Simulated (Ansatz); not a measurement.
## Debugging a many-body input for BaTiO3 (R3m)

Aim: the G0W0 gap of BaTiO3 (R3m). The first input has a fault.

Program: Ansatz 0.2.0. Level of theory: G0W0 on LDA, plane waves, PAW. Results are calculated unless marked as measured.

## 1. The starting structure

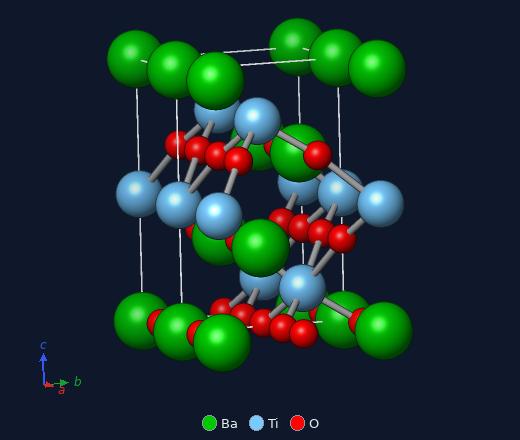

The cell as given, slightly off an axis (barium green, titanium blue, oxygen red). 2×1×1 cells are drawn. This picture shows the conventional cell, with its axes. Some periodic images of atoms are drawn too.

The cell and positions come from the Crystallography Open Database and are kept as given unless a step says otherwise. Spin-orbit coupling is left out unless a step names it. The default PAW set here is soft_1. Its files were made with PBE; for other functionals the partial waves and projectors stay those of PBE.

## 2. First try

Input file input.yaml:

```yaml
crystal:
  lattice:
    - [2.8273666084, 1.6323808724, 2.3183934932]
    - [-2.8273666084, 1.6323808724, 2.3183934932]
    - [0.0, -3.2647617449, 2.3183934932]
  atoms:
    - { symbol: Ba, position: [0.0, 0.0, 0.0] }
    - { symbol: Ti, position: [0.4845, 0.4845, 0.4845] }
    - { symbol: O, position: [0.5086, 0.5086, 0.0175] }
    - { symbol: O, position: [0.0175, 0.5086, 0.5086] }
    - { symbol: O, position: [0.5086, 0.0175, 0.5086] }
kpoints:
  mp_grid: { grid: [4, 4, 4] }
hamiltonian:
  xc: lda
  pseudopotentials: { kind: paw, azcp: { folder: "./paw" } }
scf:
  occupations: { method: fixed }
gw:
  n_empty_bands: 100000
  ecut_chi: 80
  qp_bands: [v2, c2]
  qp_kpoints: band_edges
  screening: { model: contour_deformation }
```

On the command line:

```console
ansatz run input.yaml --threads 3 --pin off --max-ram 92160MiB --backend cpu --events-out ev --progress --plain --runs-dir out
```

Numbers of over 12 decimals in the logs are rounded to 6 here.

What it wrote:

```text
Error: inconsistent input (gw.n_empty_bands, basis.ecutwfc): the count of 100020 bands up to the last of gw.n_empty_bands exceeds the smallest per-k basis n_pw = 1237 of the GW NSCF pass (the SCF k-mesh) (at k = [0.000000, 0.000000, 0.000000] in reciprocal lattice vectors) — raise basis.ecutwfc, or ask for fewer bands where the run can do with them
```

Run time: 0.13 s. Hardware: 3 threads of AMD EPYC 7R13 (Zen 3), shared host; peak memory 0.091 GiB.

**What went wrong?**

The program refused the input before any cycle.

The program's message: “Error: inconsistent input (gw.n_empty_bands, basis.ecutwfc): the count of 100020 bands up to the last of gw.n_empty_bands exceeds the smallest per-k basis n_pw = 1237 of the GW NSCF pass (the SCF k-me …”

The fault: more bands than plane waves. A basis holds no more bands than it has plane waves.

## 3. A better input

G0W0 replaces the xc potential by the self-energy, built once from these orbitals. Only a window of levels is corrected, while the sums run over the empty bands that the input names.

Edit input.yaml of step 2 so:

```diff
@@ -19,4 +19,4 @@
 gw:
-  n_empty_bands: 100000
-  ecut_chi: 80
+  n_empty_bands: 508
+  ecut_chi: 230.0
   qp_bands: [v2, c2]
```

On the command line:

```console
ansatz run input.yaml --threads 3 --pin off --max-ram 92160MiB --backend cuda --events-out ev --progress --plain --runs-dir out --devices 1 --max-vram 13GiB
```

What it wrote:

```text
Warning: <dir> the record states the generating functional pbe (its physics header spells it `PBE`), which answers neither for hamiltonian.xc's functional nor for the lda family's — results may be inconsistent (PPs are generated against a specific XC)
[...]
GPUs: using 1 of 1 available (devices: 1).
[...]
device memory: the entry about to start is reckoned to put 0.6 GiB on a device that reports 70.0 GiB free (of which the cap on the GPU budget leaves the run 13.0 GiB)
GPU FFT provider: cuFFT
GPU libraries: cuBLAS 13.8.2, cuFFT 12.4.0, cuSOLVER 12.3.4
Crystal: 5 atoms, lattice volume = 64.201 Å³
Basis set: ecut = 420 eV, 1237 PW (Γ)
Bands: 25, of which v1, the nominal top of the filled ones, is band 20 counted from 1 (19 counted from 0)
Symmetry: 6 space group operations
[...]
k-points: 13 of 64 (time reversal used)
[...]
GPU buffer pool allocated for 19683 grid points (all kernels)
[...]
0    19      9.4671   -25.7743     3.9038   -21.4345  0.7267     9.0278     9.0311  root
     0    20      9.4671   -25.7743     3.9038   -21.4345  0.7267     9.0278     9.0311  root
     0    21     12.1724   -13.0308    -6.3191   -20.6661  0.7398    13.5197    13.4887  root
     0    22     12.1724   -13.0308    -6.3191   -20.6661  0.7398    13.5197    13.4887  root
     1    19      9.1870   -25.2030     3.7982   -20.9786  0.7248     8.7574     8.7608  root
     1    20      9.2337   -25.7688     4.0451   -21.2661  0.7247     8.7723     8.7762  root
     1    21     12.2621   -13.2466    -6.3746   -20.9404  0.7370    13.6134    13.5813  root
     1    22     12.8858   -13.9882    -6.6453   -21.9528  0.7220    14.2429    14.2052  root
[...]
12    19      9.8031   -25.7385     4.3893   -20.8824  0.7186     9.3323     9.3364  root
    12    20      9.8180   -25.7631     4.3998   -20.8952  0.7186     9.3457     9.3498  root
    12    21     14.1730   -14.6101    -7.7928   -23.7242  0.6833    15.5546    15.4942  root
    12    22     14.3218   -14.7070    -7.8861   -23.9194  0.6800    15.7108    15.6481  root
[key lines of the parts left out:]
SCF converged after 8 iterations
Free energy (F): -9904.583849 eV
Fermi energy:    9.818031 eV
```

The job ended after 32 s (1 × NVIDIA H100 80GB HBM3 (shared by 6 runs) with 3 threads; peak memory 1.7 GiB).

Reading the cycles: dr2 is the Hartree energy of the density residual (eV), the measure of convergence; HF is the Harris–Foulkes estimate of the energy, which meets the free energy F at convergence.

Numbers from this step:

```
bands summed                                 : 528
RPA ε∞ on this mesh (eigenvalues)            : 5.378, 5.846, 5.846
plane waves in the screening matrix          : 485
q-points in the mesh                         : 64
G0W0 gap on the mesh                         : 4.139 eV
k of the valence top                         : -0.5, -0.5, -0.5
k of the conduction bottom                   : 0, 0, 0
starting gap on the mesh                     : 2.354 eV
Z at the valence top                         : 0.7186
Z at the conduction bottom                   : 0.7398
least direct G0W0 gap on the computed points : 4.458 eV
```

The gap on the mesh goes from 2.35 eV to 4.14 eV, a correction of +1.78 eV. Between the two edge states, bare exchange in place of the xc potential would open the gap by 12.50 eV, and correlation takes back 10.72 eV.

## 4. Results

* first try: refused after 0.13 s
* better run: G0W0 gap on the mesh 4.14 eV (4×4×4 mesh, 508 empty bands, screening to 230 eV)

The second run differs in: empty bands and screening cutoff (eV). Bands and cutoff are finite, so the gap is not at the basis limit. The miss can reach some tenths of an eV and take either sign; the mesh is an error of its own. The 4×4×4 mesh is coarse for this cell (its supercell is 16 Å along the shortest edge). The RPA ε∞ on it, from the LDA start, is 5.38 and 5.85; such meshes misread the long-range screening, most where the gap is narrow. The many-body steps are scalar-relativistic: spin-orbit coupling is not in them.

[Paths, hosts, dates, memory and timing lines, banners, echoed tables and standing remarks are left out of the program output.]

[Logs are printed without paths, hosts, clocks, repeated set-up lines and the standing remarks that a program may print on its own settings, such as how far it seeks lower states.]

[Runs of the session that timed out or met a known fault of the program may be left out.]

[Cells called generated may have been cut or substituted from an entry of the Crystallography Open Database or the Materials Project.]

[Hosts, paths, dates, database ids (printed as entryN), source tags and the programs' standing remarks are cut or masked in the printed files.]
